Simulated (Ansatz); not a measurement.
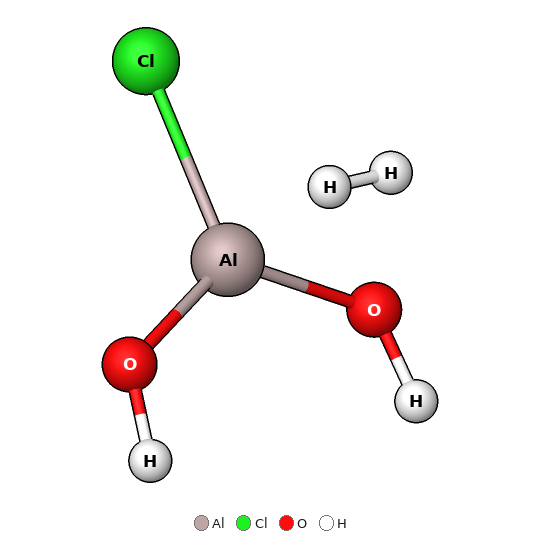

Harmonic vibrations computed with RKS PBE0-D4/def2-TZVP (Ansatz 0.2.0) at a stationary point of the same level.

Is this a minimum or a saddle point?

A minimum: no imaginary frequency, and the lowest mode lies at 108 cm⁻¹.

List the wavenumbers.

18 modes: 108, 189, 205, 221, 237, 240, 254, 300, 323, 501, 562, 624, 684, 842, 932, 3974, 3977, 4302 cm⁻¹.
